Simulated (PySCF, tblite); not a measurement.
# C4H6NO radical: geometry, infrared bands and EPR parameters

Wanted: the infrared bands and EPR parameters of C4H6NO radical (`C/C=[C]\C(N)=O`), by calculation.

Programs: tblite 0.8.0 and PySCF 2.14.0, with density-fitted response routines of our own. Each step states its level of theory. These are calculated values for one molecule in the gas phase, unless marked as measured. Atoms are numbered from 0 throughout.

## 1. The molecule as given

12 atoms, charge 0, multiplicity 2; geometry from: force field or distance geometry start.

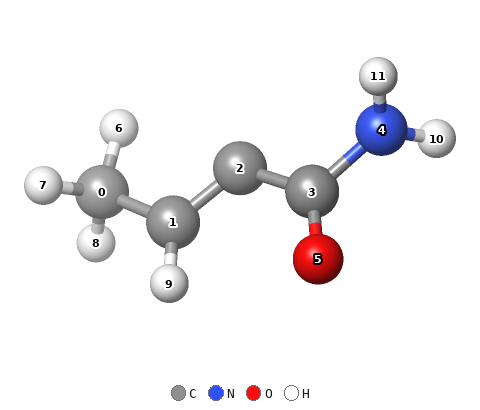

As it starts; carbon grey, nitrogen blue, oxygen red, hydrogen white, atoms numbered.

## 2. Optimising the geometry with GFN2-xTB

What the job is given:

```
{"job": {"kind": "relax", "xc": "GFN2-xTB", "basis": "xTB"}, "charge": 0, "multiplicity": 2}
C     -2.159200     0.691500     0.075500
C     -1.028200    -0.277600    -0.036700
C      0.183900     0.225400     0.220500
C      1.342300    -0.624400     0.134300
N      2.608600    -0.007000     0.428200
O      1.327700    -1.837000    -0.137600
H     -1.775100     1.711600     0.321000
H     -2.812200     0.315900     0.896700
H     -2.642300     0.676100    -0.918200
H     -1.191600    -1.322700    -0.278800
H      3.210500     0.320600    -0.376000
H      2.936900     0.126700     1.409500
```

Started as:

```bash
OMP_NUM_THREADS=1 python probes_run.py task.json out
```

The driver reads the jobs from task.json and runs them one after another.

Log:

```text
step      E/eV     max force
  0    -501.73278    2.942
  1    -502.01655    2.269
  2    -502.14087    0.757
  3    -502.16925    0.451
  4    -502.20287    0.533
  5    -502.23885    0.742
  6    -502.29298    0.820
  7    -502.34408    0.837
  8    -502.41748    0.818
  9    -502.51494    0.860
 10    -502.59718    0.799
 11    -502.66522    0.621
 12    -502.71231    0.623
 13    -502.74249    0.837
 14    -502.75370    1.196
 15    -502.80571    0.666
 16    -502.84485    0.437
 17    -502.87940    0.551
 18    -502.90905    0.549
 19    -502.95187    0.673
 20    -503.02268    0.768
 21    -503.09251    0.466
 22    -503.11595    0.524
 23    -503.12971    0.468
 24    -503.14578    0.366
 25    -503.16403    0.440
 26    -503.17721    0.292
 27    -503.18533    0.266
 28    -503.19197    0.209
 29    -503.19777    0.204
 30    -503.20503    0.255
 31    -503.21268    0.291
 32    -503.22365    0.361
 33    -503.23289    0.326
 34    -503.24001    0.218
 35    -503.24224    0.135
 36    -503.24464    0.150
 37    -503.24662    0.154
 38    -503.24903    0.126
 39    -503.25128    0.138
 40    -503.25447    0.162
 41    -503.25908    0.226
 42    -503.26460    0.183
 43    -503.26866    0.177
 44    -503.27117    0.197
 45    -503.27327    0.163
 46    -503.27544    0.164
 47    -503.27845    0.136
 48    -503.28225    0.176
 49    -503.28518    0.263
 50    -503.29045    0.290
 51    -503.29606    0.539
 52    -503.30409    0.545
 53    -503.30885    0.374
 54    -503.31368    0.304
 55    -503.31788    0.321
 56    -503.32237    0.176
 57    -503.32996    0.126
 58    -503.33351    0.168
 59    -503.33721    0.171
 60    -503.34068    0.263
 61    -503.34548    0.243
 62    -503.34952    0.133
 63    -503.35130    0.144
 64    -503.35359    0.151
 65    -503.35672    0.165
 66    -503.36091    0.215
 67    -503.36372    0.232
 68    -503.36426    0.475
 69    -503.36740    0.221
 70    -503.36869    0.121
 71    -503.37064    0.121
 72    -503.37466    0.149
 73    -503.37620    0.165
 74    -503.37961    0.159
 75    -503.38188    0.134
 76    -503.38371    0.114
 77    -503.38483    0.142
 78    -503.38581    0.092
 79    -503.38660    0.102
 80    -503.38748    0.104
 81    -503.38818    0.088
 82    -503.38846    0.089
 83    -503.38874    0.051
 84    -503.38907    0.058
 85    -503.38951    0.047
 86    -503.38975    0.048
 87    -503.38997    0.082
 88    -503.39031    0.085
 89    -503.39130    0.112
 90    -503.39297    0.167
 91    -503.39507    0.263
 92    -503.36140    0.882
 93    -503.39742    0.112
 94    -503.39815    0.173
 95    -503.39941    0.079
 96    -503.40007    0.115
 97    -503.40070    0.079
 98    -503.40115    0.062
 99    -503.40209    0.068
100    -503.40239    0.054
101    -503.40265    0.037
102    -503.40283    0.037
103    -503.40293    0.040
104    -503.40305    0.032
105    -503.40324    0.035
106    -503.40334    0.029
107    -503.40339    0.023
108    -503.40345    0.024
109    -503.40353    0.025
110    -503.40364    0.033
111    -503.40377    0.038
112    -503.40394    0.052
113    -503.40414    0.050
114    -503.40443    0.096
115    -503.40487    0.085
116    -503.40592    0.086
117    -503.40642    0.082
118    -503.40690    0.053
119    -503.40705    0.052
120    -503.40713    0.024
121    -503.40718    0.022
122    -503.40722    0.022
123    -503.40729    0.027
124    -503.40741    0.035
125    -503.40761    0.052
126    -503.40789    0.074
127    -503.40830    0.083
128    -503.40614    0.330
129    -503.40926    0.101
130    -503.40967    0.093
131    -503.41034    0.088
132    -503.41068    0.067
133    -503.41081    0.049
134    -503.41096    0.053
135    -503.41109    0.034
136    -503.41114    0.031
137    -503.41119    0.019
138    -503.41121    0.015
139    -503.41124    0.012
140    -503.41125    0.008
```

Wall time 0.45 s (1 thread of Arm Neoverse V2, shared host).

Along the way: (not every step is listed) (the energy doesn't fall at every step)

| step | energy from step 0 (eV) | largest force (eV/Å) |
| --- | --- | --- |
| 0 | 0.0000 | 2.9421 |
| 1 | -0.2838 | 2.2692 |
| 2 | -0.4081 | 0.7565 |
| 3 | -0.4365 | 0.4507 |
| 4 | -0.4701 | 0.5327 |
| 5 | -0.5061 | 0.7417 |
| 6 | -0.5602 | 0.8204 |
| 7 | -0.6113 | 0.8373 |
| 8 | -0.6847 | 0.8177 |
| 20 | -1.2899 | 0.7681 |
| 32 | -1.4909 | 0.3610 |
| 44 | -1.5384 | 0.1969 |
| 56 | -1.5896 | 0.1758 |
| 68 | -1.6315 | 0.4747 |
| 80 | -1.6547 | 0.1040 |
| 92 | -1.6286 | 0.8816 |
| 104 | -1.6703 | 0.0322 |
| 116 | -1.6731 | 0.0857 |
| 128 | -1.6734 | 0.3303 |
| 135 | -1.6783 | 0.0338 |
| 136 | -1.6784 | 0.0312 |
| 137 | -1.6784 | 0.0186 |
| 138 | -1.6784 | 0.0149 |
| 139 | -1.6785 | 0.0118 |
| 140 | -1.6785 | 0.0082 |

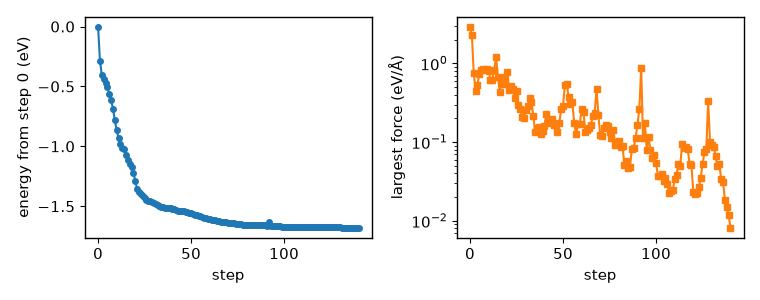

Energy and force, step by step.

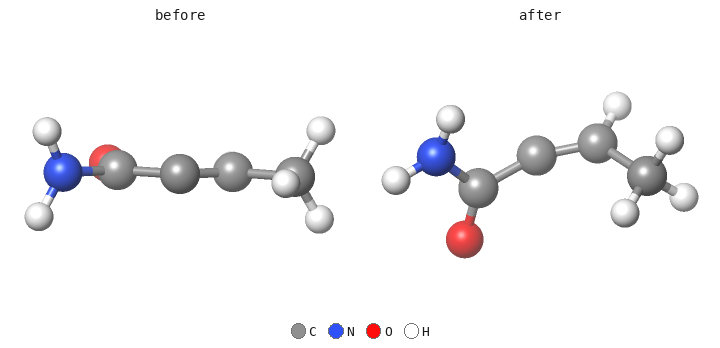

The geometry before (left) and after (right).

Close pairs (by a distance rule), those that changed most:

| bond | before (Å) | after (Å) | change (Å) |
| --- | --- | --- | --- |
| C3–N4 | 1.439 | 1.375 | -0.065 |
| N4–H10 | 1.057 | 1.006 | -0.051 |
| C1–C2 | 1.337 | 1.288 | -0.049 |
| N4–H11 | 1.043 | 1.004 | -0.039 |
| C0–H6 | 1.117 | 1.086 | -0.032 |
| C2–C3 | 1.439 | 1.410 | -0.030 |
| C0–H7 | 1.114 | 1.089 | -0.026 |
| C3–O5 | 1.243 | 1.225 | -0.017 |

The end geometry stands in the next job.

## 3. Harmonic vibrations with GFN2-xTB

What the job is given:

```
{"job": {"kind": "ir", "xc": "GFN2-xTB", "basis": "xTB"}, "charge": 0, "multiplicity": 2}
C     -1.913575     0.682318     0.008772
C     -1.116076    -0.543818     0.384073
C      0.144655    -0.718209     0.185478
C      1.440922    -0.516254    -0.330440
N      2.377024    -0.123195     0.596097
O      1.731921    -0.717249    -1.503672
H     -1.286047     1.408713    -0.498722
H     -2.338785     1.130835     0.905121
H     -2.727808     0.390049    -0.651191
H     -1.701665    -1.314207     0.879723
H      3.289224     0.128263     0.254902
H      2.101408     0.192069     1.508552
```

Log:

```text
mode    cm-1     km/mol
  1      56.3      8.55
  2      82.6      3.62
  3     127.2      1.09
  4     197.2      3.21
  5     270.9    255.07
  6     398.0      1.71
  7     435.3      6.06
  8     497.1     26.60
  9     570.3     16.30
 10     631.2     37.20
 11     738.4     13.82
 12     778.0      7.90
 13     989.1     33.38
 14    1005.7      5.41
 15    1016.9      0.46
 16    1048.0      5.81
 17    1199.5     95.20
 18    1270.5    148.86
 19    1371.5      1.36
 20    1437.9     80.62
 21    1466.0      9.85
 22    1470.1      5.92
 23    1622.2    374.88
 24    1882.4      4.67
 25    2957.7      9.16
 26    3013.5     20.61
 27    3026.0     16.08
 28    3060.9     16.74
 29    3477.0     20.32
 30    3552.2      4.65
```

It took 0.17 s on 1 thread of Arm Neoverse V2, shared host.

The strongest bands and the atoms that carry them (share of the mass-weighted mode):

| cm⁻¹ | km/mol | atoms |
| --- | --- | --- |
| 271 | 255.1 | H11 64 %, N4 18 %, H10 17 % |
| 497 | 26.6 | H10 50 %, H11 16 %, C2 13 % |
| 631 | 37.2 | C3 70 %, C2 10 % |
| 989 | 33.4 | H9 20 %, C0 17 %, H6 14 %, H8 13 % |
| 1200 | 95.2 | H9 50 %, C3 22 % |
| 1270 | 148.9 | C3 40 %, H9 20 %, C1 14 % |
| 1438 | 80.6 | H11 42 %, H10 35 %, N4 15 % |
| 1622 | 374.9 | C3 60 %, O5 33 % |

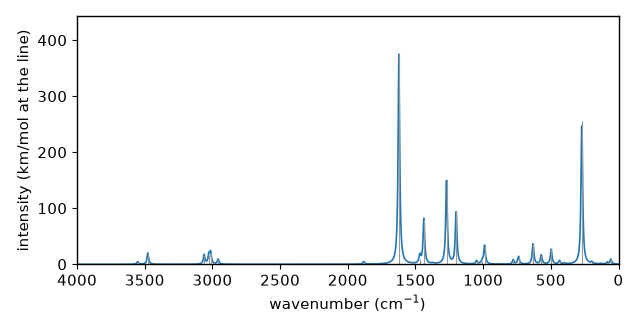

The infrared spectrum from these modes, unscaled. Lines are broadened to a width of 14 cm⁻¹ (Lorentzian).

## 4. EPR parameters: B3LYP/pcH-1

The job, as its differences from that of step 3:

```diff
@@ -1,2 +1,2 @@
-{"job": {"kind": "ir", "xc": "GFN2-xTB", "basis": "xTB"}, "charge": 0, "multiplicity": 2}
+{"job": {"kind": "epr", "basis": "pcH-1"}, "charge": 0, "multiplicity": 2}
 C     -1.913575     0.682318     0.008772
```

Method: UKS B3LYP, pcH-1 on C H N O, non-relativistic, mean-field spin-orbit, GIAO.

Log:

```text
UKS, coarse grid
  cycle   1  E = -285.78010359  |g| = 6.60e-01
  cycle   2  E = -284.35846678  |g| = 1.83e+00
  cycle   3  E = -285.91522956  |g| = 2.76e-01
  cycle   4  E = -285.95265832  |g| = 1.01e-01
  cycle   5  E = -285.95676641  |g| = 3.82e-02
  cycle   6  E = -285.95740420  |g| = 1.91e-02
  cycle   7  E = -285.95762331  |g| = 6.62e-03
  cycle   8  E = -285.95766762  |g| = 3.43e-03
  cycle   9  E = -285.95768302  |g| = 1.70e-03
  cycle  10  E = -285.95768641  |g| = 7.56e-04
UKS, final grid
  cycle   1  E = -285.95766004  |g| = 9.27e-04
  cycle   2  E = -285.95765965  |g| = 1.50e-03
  cycle   3  E = -285.95766068  |g| = 3.20e-04
  cycle   4  E = -285.95766075  |g| = 1.64e-04
  cycle   5  E = -285.95766082  |g| = 1.40e-04
  cycle   6  E = -285.95766083  |g| = 3.16e-05
  cycle   7  E = -285.95766083  |g| = 7.62e-06
E = -285.95766083 Eh   <S^2> = 0.7608 (exact 0.7500)
g shifts (ppm)      1          2          3
  rmc          -182       -182       -182
  gc             -2         48         32
  oz_so        -108        951       2156
  total        -291        818       2006
hyperfine (MHz)  atom isotope    a_iso     a_fc   dipolar eigenvalues
    0   13C      79.13      79.13     -7.27     -6.48     13.75
    1   13C     -43.23     -43.23    -15.01      3.75     11.27
    2   13C     116.71     116.71    -74.97    -56.93    131.89
    3   13C     -26.21     -26.21     -9.83      0.43      9.40
    4   14N      -0.14      -0.14     -3.05     -2.26      5.31
    5   17O     -12.31     -12.31    -54.21     25.88     28.33
    6    1H      -5.52      -5.52     -5.70     -1.15      6.85
    7    1H      -6.18      -6.18     -3.64     -1.69      5.33
    8    1H      -7.26      -7.26     -3.60     -1.76      5.36
    9    1H     137.59     137.59     -5.30     -3.85      9.15
   10    1H      -4.74      -4.74     -3.93     -2.52      6.45
   11    1H      -4.27      -4.27     -4.22     -1.13      5.34
```

Run time: 27 s. Hardware: 1 thread of Arm Neoverse V2, shared host; peak memory 0.8 GiB.

Principal g values 2.00203, 2.00314, 2.00433; g(iso) = 2.00316, against 2.00232 for a free electron.

Mean a(iso) over the nuclei that a row names, and the largest dipolar term of the row (other rows stand at the frozen geometry):

| nuclei | isotope | a(iso) (MHz) | a(iso) (G, at g = 2.0023) | largest dipolar term (MHz) |
| --- | --- | --- | --- | --- |
| H9 | 1H | 137.6 | 49.1 | 9.1 |
| C2 | 13C | 116.7 | 41.6 | 131.9 |
| C0 | 13C | 79.1 | 28.2 | 13.8 |
| C1 | 13C | -43.2 | -15.4 | -15.0 |
| C3 | 13C | -26.2 | -9.4 | -9.8 |
| O5 | 17O | -12.3 | -4.4 | -54.2 |
| H6, H7, H8 | 1H | -6.3 | -2.3 | 6.9 |
| H10 | 1H | -4.7 | -1.7 | 6.5 |
| H11 | 1H | -4.3 | -1.5 | 5.3 |
| N4 | 14N | -0.1 | 0.0 | 5.3 |

Mulliken spin populations:

| atom | value (e) |
| --- | --- |
| C0 | 0.07 |
| C1 | -0.15 |
| C2 | 0.88 |
| C3 | -0.07 |
| N4 | 0.05 |
| O5 | 0.17 |
| H6 | 0.00 |
| H7 | 0.00 |
| H8 | 0.00 |
| H9 | 0.06 |
| H10 | 0.00 |
| H11 | 0.00 |

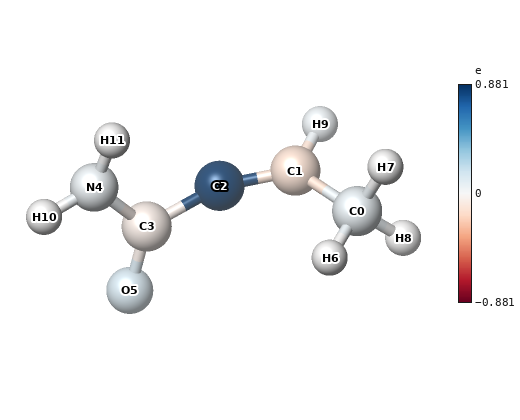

Mulliken spin populations, as colours on the atoms.

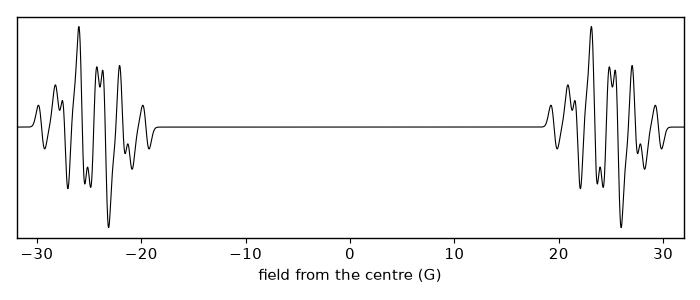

First-order isotropic spectrum (first derivative, main isotopes with spin only, couplings over 0.8 MHz, Gaussian width 0.3 G; couplings of the frozen geometry, rotation of groups not averaged beyond the rows shown).

Orbitals, density, ELF and potential are computed afterwards from the orbital file.

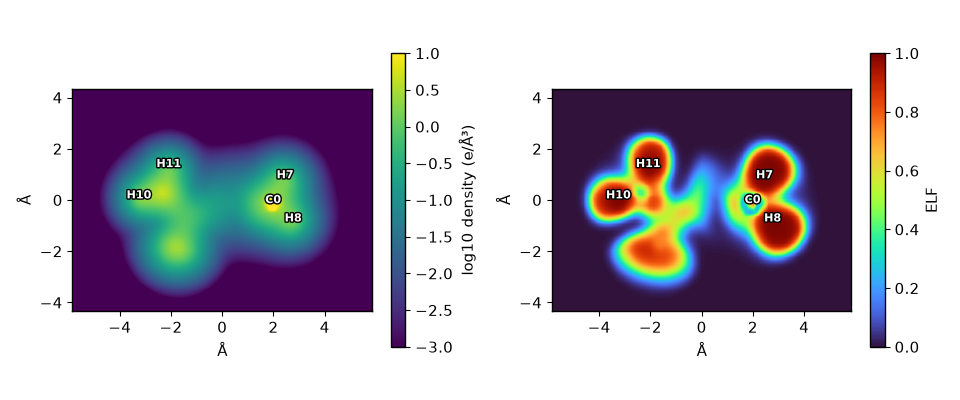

Density (left) and ELF (right) in a plane through or near 5 of the atoms.

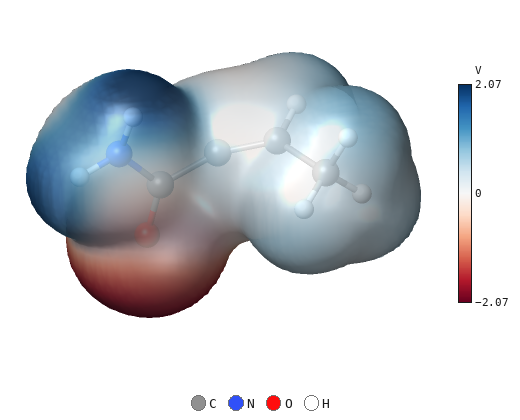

Electrostatic potential on the surface of density 0.002 e/bohr³; red is low, blue high. It runs from -2.07 V near O5 to 2.00 V near H11.

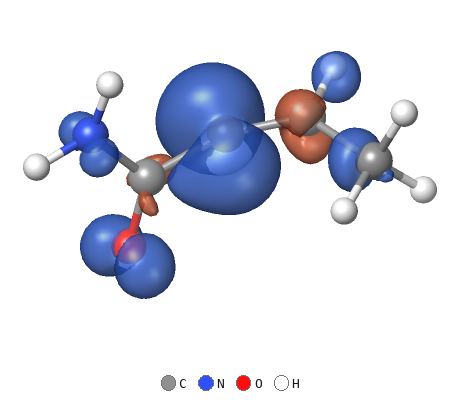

Spin density at ±0.04 e/Å³ (alpha excess blue, beta excess red).

## 5. Outcome

| quantity | value |
| --- | --- |
| strongest single infrared mode (GFN2-xTB) | 1622 cm⁻¹, 375 km/mol |
| zero-point energy (GFN2-xTB) | 56.7 kcal/mol |
| g(iso) (B3LYP) | 2.00316 |
| ⟨S²⟩ | 0.761 (exact 0.75) |
| largest a(iso) (averaged by class) | 1H on H9, 137.6 MHz |
| surface potential, least and greatest | -2.07 V and 2.00 V |

What this shows: Over 140 steps the energy fell by 1.678 eV; of the close pairs, C3–N4 changed most, 1.439 to 1.375 Å. No mode is imaginary among the 30: a minimum at this level. The strongest single mode, at 1622 cm⁻¹, moves mainly C3 and O5. Unscaled tight-binding wavenumbers are off by several per cent, some by more. Its intensities can rank the bands wrongly. C2 carries the largest spin population, 0.88 e. The isotropic g lies 0.8 ppt above the free-electron value.
